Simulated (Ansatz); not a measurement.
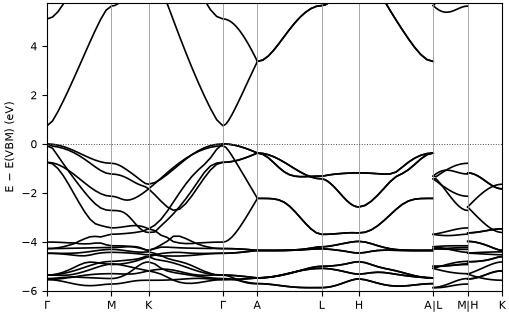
Figure. Band structure from PBE (plane waves, PAW; program Ansatz)

**Question.** Read off the gap and where the band edges lie.

**Answer.** About 0.7 eV (0.74 eV by a search for the band edges); maximum at Γ, minimum at Γ.

The material is ZnO (wurtzite, P6_3mc).

The PBE relaxation kept the symmetry of its start.

Potentials: the later of the program's two PAW sets.
